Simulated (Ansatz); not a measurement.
The relaxed structure here is a generated cell of PbS: the first start was made by placing the elements on the sites of a structure type, and the end was not matched to a known phase here, so it may be hypothetical. Known forms of PbS include space group No. 225.

A relaxed structure of PbS. Space group P3m1 (No. 156). The numbers are results of r2SCAN (plane waves to 500 eV, PAW, scalar-relativistic; Ansatz, a first-principles code), not measurements.

```cif
data_PbS
_chemical_formula_sum 'S1 Pb1'
_space_group_name_H-M_alt 'P 1'
_space_group_IT_number 1
_cell_length_a 4.04107
_cell_length_b 4.04107
_cell_length_c 4.05955
_cell_angle_alpha 90.000
_cell_angle_beta 90.000
_cell_angle_gamma 120.000
loop_
_space_group_symop_operation_xyz
  'x, y, z'
loop_
_atom_site_label
_atom_site_type_symbol
_atom_site_fract_x
_atom_site_fract_y
_atom_site_fract_z
_atom_site_occupancy
S1 S 0.00000 0.00000 0.69221 1
Pb1 Pb 0.33333 0.66667 0.06198 1
```

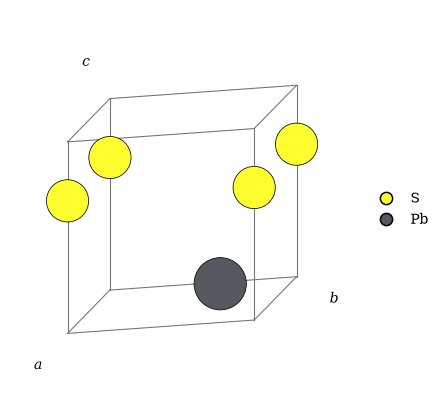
*The conventional cell of the relaxed structure*

For PbS, the volume per atom comes out as 28.71 Å³, the density is 6.92 g/cm³ and the band gap is 0.88 eV, indirect (valence top at or next to A, conduction bottom at H) (no spin-orbit coupling). The smallest direct gap is 1.88 eV at A, the shortest distances comes out as Pb–S 2.77 Å and the k-mesh comes out as 9×9×8.

Band energies at high-symmetry points (eV from the VBM; labels of this space group; no spin-orbit coupling), from −5 eV up to 3.8 eV:

```tsv
point	energies
Γ	-2.07 -1.59 -1.59
M	-2.60 -2.11 -1.14 2.17
K	-4.06 -1.55 -0.17 2.77 3.79
A	-1.27 -1.27 -0.04 1.85
L	-4.18 -2.88 -1.90 2.53 3.43
H	-3.64 -3.11 -3.06 0.88
```

No spin polarisation in the result. Spin-orbit coupling is missing; with elements this heavy it can move band edges by tenths of an eV or more.

It was reached from a disturbed copy of a F-43m (No. 216) cell (zinc blende type), against which it lies -0.153 eV/atom.
